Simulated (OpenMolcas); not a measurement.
# A workflow on [SF3]+ (SMILES F[S+](F)F)

We compute a single-point energy (HF/ANO-RCC-MB), then the energy (CASSCF(2,2)/ANO-RCC-VDZP), then the energy along one coordinate (CASPT2(2,2)/ANO-RCC-VDZP), then an energy scan (SC-NEVPT2(2,2)/ANO-RCC-VDZP), then an energy scan (MC-PDFT[tPBE](2,2)/ANO-RCC-VDZP) of [SF3]+. 

Program for the calculation: OpenMolcas 26.06.

## Step 1: The molecule

[SF3]+ has 4 atoms, charge +1, and is taken as a singlet. SMILES: `F[S+](F)F`. Geometry: relaxed at PBE0-D4/def2-TZVP.

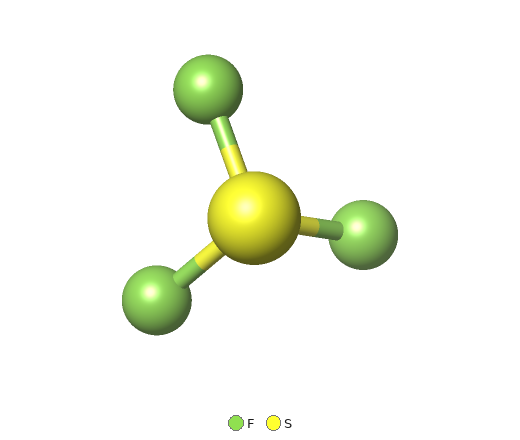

The structure, seen from a chosen angle (fluorine green, sulfur yellow).

## Step 2: A single-point energy at HF/ANO-RCC-MB (DKH2) (run 1)

File input.xyz:

```xyz
4

F      0.623020     0.191030     1.167760
S      0.432770    -0.058560    -0.301740
F     -0.545420    -1.197460    -0.238600
F     -0.510370     1.064990    -0.627420
```

File step1.inp:

```
* F3S Hartree-Fock
>>> EXPORT MOLCAS_PRINT=2

&GATEWAY
  Coord
  input.xyz
  Basis
  ANO-RCC-MB
  Group
  NoSym

&SEWARD

&SCF
  Charge
  1
  PrOrbitals
  0

&LOCALISATION
  Occupied
  Freeze
  Pipek-Mezey

&LOCALISATION
  FileOrb
  $Project.LocOrb
  Virtual
  Pipek-Mezey
```

Run with:

```bash
export MOLCAS_MEM=1860
pymolcas step1.inp > step1.log
```

Output:

```text
--- Start Module: gateway ---
[...]
--- Stop Module: gateway /rc=_RC_ALL_IS_WELL_ ---
[...]
      Basis functions           24
[...]
       Convergence after  11 Iterations
[...]
::    Total SCF energy                               -696.3247827204
[...]
      Total spin, S                                     0.0000000000
[...]
      Total electronic charge=   42.000000
      Total            charge=    1.000000
[...]
      Dipole Moment (debye):
      Origin of the operator (angstrom)=    0.0631   -0.0085   -0.0440
                   X=  2.0614E+00               Y= -2.7893E-01               Z= -1.4372E+00           Total=  2.5284E+00
      Center of Charge (angstrom)
[...]
--- Start Module: localisation ---
[...]
--- Stop Module: localisation /rc=_RC_ALL_IS_WELL_ ---
--- Start Module: localisation ---
[...]
--- Stop Module: localisation /rc=_RC_ALL_IS_WELL_ ---
[...]
```

Run time: 2.1 s. Hardware: 1 thread of Arm Neoverse V2, shared host; peak memory 0.38 GiB.

## Step 3: The energy at CASSCF(2,2)/ANO-RCC-VDZP (DKH2) (run 2)

input.xyz is that of step 2.

File step2.input:

```
* F3S CASSCF

&GATEWAY
 Coord
 input.xyz
 Basis
 ANO-RCC-MB
 Group
 NoSym

&SEWARD

&RASSCF
 FileOrb
 $CurrDir/step1.LocOrb
 Alter
 2
 1 14 21
 1 22 24
 Spin
 1
 Nactel
 2 0 0
 Inactive
 20
 Ras2
 2
 OrbListing
 Nothing
>>> COPY $Project.RunFile RUNFIL1
>>> COPY $Project.RasOrb INPORB

&GATEWAY
 Coord
 input.xyz
 Basis
 ANO-RCC-VDZP
 Group
 NoSym

&SEWARD
>>> COPY $Project.RunFile RUNFIL2

&EXPBAS

&RASSCF
 FileOrb
 $Project.ExpOrb
 Spin
 1
 Nactel
 2 0 0
 Inactive
 20
 Ras2
 2
 OrbListing
 Nothing
 OrbAppear
 Compact
```

Run with:

```bash
export MOLCAS_MEM=1860
pymolcas step2.input > step2.log
```

Output:

```text
--- Start Module: gateway ---
[...]
      Basis functions           24
[...]
      Number of active orbitals                  2
[...]
      Spin quantum number                      0.0
[...]
      Active orbitals                            2
[...]
      Number of CSFs                             3
[...]
      Number of root(s) required                 1
[...]
      Convergence after 14 iterations
[...]
      printout of CI-coefficients larger than  0.05 for root  1
      energy=    -696.346402
      conf/sym  11     Coeff  Weight
             1  20   0.99096 0.98200
             3  02  -0.13417 0.01800
      Natural orbitals and occupation numbers for root  1
      sym 1:   1.963999   0.036001
      ************************************************************************************************************************
      *                                                    Final results                                                     *
[...]
::    RASSCF root number  1 Total energy:   -696.34640205
[...]
      Basis functions           60
[...]
      Convergence after 21 iterations
[...]
      Natural orbitals and occupation numbers for root  1
      sym 1:   1.977660   0.022340
      ************************************************************************************************************************
      *                                                    Final results                                                     *
[...]
::    RASSCF root number  1 Total energy:   -696.90496140
[...]
      Total electronic charge=   42.000000
      Total            charge=    1.000000
[...]
      Dipole Moment (debye):
      Origin of the operator (angstrom)=    0.0631   -0.0085   -0.0440
                   X=  1.8070E+00               Y= -2.1755E-01               Z= -1.1030E+00           Total=  2.1282E+00
      Center of Charge (angstrom)
[...]
```

Wall time 8.1 s (1 thread of Arm Neoverse V2, shared host); peak memory 0.41 GiB.

## Step 4: An energy scan at CASPT2(2,2)/ANO-RCC-VDZP (DKH2, ipea shift 0.25 Eh, pt2 variant SS) (run 3)

File step3.input:

```
* F3S CASPT2
>>> EXPORT MOLCAS_PRINT=2
>>> COPY $CurrDir/step2.RasOrb $Project.RasOrb
>>> ForEach K in (1, 2, 3, 4, 5, 6, 7, 8, 9)
&GATEWAY
Coord
$CurrDir/point$K.xyz
Basis
ANO-RCC-VDZP
Group
NoSym
&SEWARD
&RASSCF
FileOrb
$Project.RasOrb
Spin
1
Nactel
2 0 0
Inactive
20
Ras2
2
OrbListing
Nothing
OrbAppear
Compact
&CASPT2
Imaginary
0.2
Frozen
8
>>> EndDo
```

Run with:

```bash
export MOLCAS_MEM=1860
pymolcas step3.input > step3.log
```

Output:

```text
[...]
      Basis functions           60
[...]
      Number of active orbitals                  2
[...]
      Spin quantum number                      0.0
[...]
      Active orbitals                            2
[...]
      Number of CSFs                             3
[...]
      Number of root(s) required                 1
[...]
      Convergence after 16 iterations
[...]
      printout of CI-coefficients larger than  0.05 for root  1
      energy=    -696.870952
      conf/sym  11     Coeff  Weight
             1  20   0.99725 0.99451
             3  02  -0.07407 0.00549
      Natural orbitals and occupation numbers for root  1
      sym 1:   1.989027   0.010973
      ************************************************************************************************************************
      *                                                    Final results                                                     *
[...]
::    RASSCF root number  1 Total energy:   -696.87095185
[...]
::    CASPT2 Root  1     Total energy:   -697.54298607
[...]
      Convergence after 17 iterations
[...]
      Natural orbitals and occupation numbers for root  1
      sym 1:   1.977620   0.022380
      ************************************************************************************************************************
      *                                                    Final results                                                     *
[...]
      Convergence after 18 iterations
[...]
      Convergence after 26 iterations
[...]
      Convergence after 18 iterations
[...]
::    RASSCF root number  1 Total energy:   -696.81550006
[...]
::    CASPT2 Root  1     Total energy:   -697.46181441
[...]
      Convergence after  8 iterations
[...]
::    RASSCF root number  1 Total energy:   -696.81492494
[...]
      Reference weight:           0.84998
[...]
::    CASPT2 Root  1     Total energy:   -697.46021669
[...]
```

Wall time 51 s (1 thread of Arm Neoverse V2, shared host); peak memory 0.41 GiB.

The scan, from its lowest point:

| S2–F1 (Å) | energy (kJ/mol) |
| --- | --- |
| 1.352 | 100.3 |
| 1.503 | 0.0 |
| 1.653 | 16.3 |
| 1.878 | 107.5 |
| 2.179 | 218.7 |
| 2.554 | 288.4 |
| 3.005 | 312.7 |
| 3.606 | 313.4 |
| 4.508 | 317.6 |

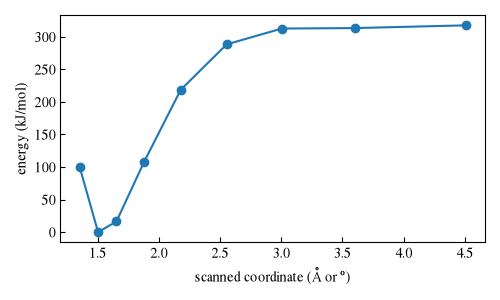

Energy along the scan.

## Step 5: An energy scan at SC-NEVPT2(2,2)/ANO-RCC-VDZP (DKH2, pt2 variant SC-NEVPT2) (run 4)

File step4.input:

```
* F3S NEVPT2
>>> COPY $CurrDir/step2.RasOrb $Project.RasOrb
>>> ForEach K in (1, 2, 3, 4, 5, 6, 7, 8, 9)

&GATEWAY
 Coord = $CurrDir/point$K.xyz
 Basis = ANO-RCC-VDZP
 Group = NoSym

&SEWARD

&RASSCF
 FileOrb = $Project.RasOrb
 Spin = 1
 Nactel = 2 0 0
 Inactive = 20
 Ras2 = 2
 OrbListing = Nothing
 OrbAppear = Compact

&CASPT2
 SC-NEVPT2
 Frozen = 8
>>> EndDo
```

Run with:

```bash
export MOLCAS_MEM=1860
pymolcas step4.input > step4.log
```

Output:

```text
--- Start Module: gateway ---
[...]
      Basis functions           60
[...]
      Number of active orbitals                  2
[...]
      Spin quantum number                      0.0
[...]
      Active orbitals                            2
[...]
      Number of CSFs                             3
[...]
      Number of root(s) required                 1
[...]
      Convergence after 16 iterations
[...]
      printout of CI-coefficients larger than  0.05 for root  1
      energy=    -696.870952
      conf/sym  11     Coeff  Weight
             1  20   0.99725 0.99451
             3  02  -0.07407 0.00549
      Natural orbitals and occupation numbers for root  1
      sym 1:   1.989027   0.010973
      ************************************************************************************************************************
      *                                                    Final results                                                     *
[...]
::    RASSCF root number  1 Total energy:   -696.87095185
[...]
::    SC-NEVPT2 Root  1     Total energy:   -697.53495232
[...]
      Convergence after 17 iterations
[...]
      Natural orbitals and occupation numbers for root  1
      sym 1:   1.977620   0.022380
      ************************************************************************************************************************
      *                                                    Final results                                                     *
[...]
      Convergence after 18 iterations
[...]
      Convergence after 26 iterations
[...]
      Convergence after 18 iterations
[...]
::    RASSCF root number  1 Total energy:   -696.81550006
[...]
::    SC-NEVPT2 Root  1     Total energy:   -697.45681390
[...]
      Convergence after  8 iterations
[...]
::    RASSCF root number  1 Total energy:   -696.81492494
[...]
::    SC-NEVPT2 Root  1     Total energy:   -697.45522177
[...]
```

Run time: 50 s. Hardware: 1 thread of Arm Neoverse V2, shared host; peak memory 0.41 GiB.

The scan, from its lowest point:

| S2–F1 (Å) | energy (kJ/mol) |
| --- | --- |
| 1.352 | 111.2 |
| 1.503 | 0.0 |
| 1.653 | 10.1 |
| 1.878 | 103.6 |
| 2.179 | 222.2 |
| 2.554 | 293.5 |
| 3.005 | 316.1 |
| 3.606 | 316.4 |
| 4.508 | 320.6 |

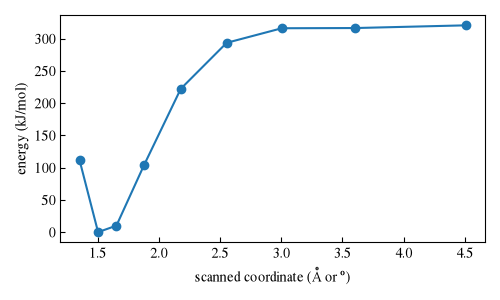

Energy along the scan.

## Step 6: The energy along one coordinate at MC-PDFT[tPBE](2,2)/ANO-RCC-VDZP (DKH2) (run 5)

File step5.inp:

```
>>> EXPORT MOLCAS_PRINT=2
>>> COPY $CurrDir/step2.RasOrb $Project.RasOrb
>>> ForEach K in (1, 2, 3, 4, 5, 6, 7, 8, 9)

&gateway
 coord=$CurrDir/point$K.xyz
 basis=ANO-RCC-VDZP
 group=NoSym

&seward

&rasscf
 fileorb=$Project.RasOrb
 spin=1
 nactel=2 0 0
 inactive=20
 ras2=2
 orblisting=Nothing
 orbappear=Compact

&mcpdft
 ksdft=T:PBE
>>> EndDo
```

Run with:

```bash
export MOLCAS_MEM=1860
pymolcas step5.inp > step5.log
```

Output:

```text
--- Start Module: gateway ---
[...]
      Basis functions           60
[...]
      Number of active orbitals                  2
[...]
      Spin quantum number                      0.0
[...]
      Active orbitals                            2
[...]
      Number of CSFs                             3
[...]
      Number of root(s) required                 1
[...]
      Convergence after 16 iterations
[...]
      printout of CI-coefficients larger than  0.05 for root  1
      energy=    -696.870952
      conf/sym  11     Coeff  Weight
             1  20   0.99725 0.99451
             3  02  -0.07407 0.00549
      Natural orbitals and occupation numbers for root  1
      sym 1:   1.989027   0.010973
      ************************************************************************************************************************
      *                                                    Final results                                                     *
[...]
::    RASSCF root number  1 Total energy:   -696.87095185
[...]
::    MCPDFT root number  1 Total energy:   -698.28009950
[...]
      Convergence after 17 iterations
[...]
      Natural orbitals and occupation numbers for root  1
      sym 1:   1.977620   0.022380
      ************************************************************************************************************************
      *                                                    Final results                                                     *
[...]
      Convergence after 18 iterations
[...]
      Convergence after 26 iterations
[...]
      Convergence after 18 iterations
[...]
::    RASSCF root number  1 Total energy:   -696.81550006
[...]
::    MCPDFT root number  1 Total energy:   -698.18093590
[...]
      Convergence after  8 iterations
[...]
::    RASSCF root number  1 Total energy:   -696.81492494
[...]
::    MCPDFT root number  1 Total energy:   -698.18037027
[...]
```

Run time: 52 s. Hardware: 1 thread of Arm Neoverse V2, shared host; peak memory 0.41 GiB.

The scan, from its lowest point:

| S2–F1 (Å) | energy (kJ/mol) |
| --- | --- |
| 1.352 | 102.1 |
| 1.503 | 0.0 |
| 1.653 | 16.4 |
| 1.878 | 114.7 |
| 2.179 | 246.6 |
| 2.554 | 333.7 |
| 3.005 | 363.7 |
| 3.606 | 362.5 |
| 4.508 | 363.9 |

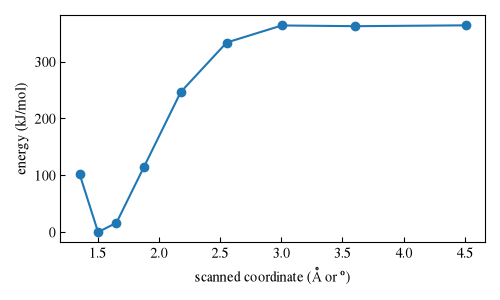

Energy along the scan.

## Step 7: Results

| quantity | value |
| --- | --- |
| run 1, HF/ANO-RCC-MB: total energy | -696.32478 Eh |
| run 1, HF/ANO-RCC-MB: HOMO energy | -25.19 eV |
| run 1, HF/ANO-RCC-MB: LUMO energy | -5.97 eV |
| run 1, HF/ANO-RCC-MB: HOMO–LUMO gap | 19.22 eV |
| run 2, CASSCF(2,2)/ANO-RCC-VDZP: total energy | -696.90496 Eh |
| run 3, CASPT2(2,2)/ANO-RCC-VDZP: lowest energy of the scan | -697.58120 Eh |
| run 4, SC-NEVPT2(2,2)/ANO-RCC-VDZP: lowest energy of the scan | -697.57732 Eh |
| run 5, MC-PDFT[tPBE](2,2)/ANO-RCC-VDZP: lowest energy of the scan | -698.31899 Eh |

What this shows: Mulliken charges (run 1, HF/ANO-RCC-MB) run from -0.30 on F1 to +1.91 on S2; they depend strongly on the basis. Mulliken charges (run 2, CASSCF(2,2)/ANO-RCC-VDZP) run from -0.13 on F3 to +1.35 on S2; they depend strongly on the basis.
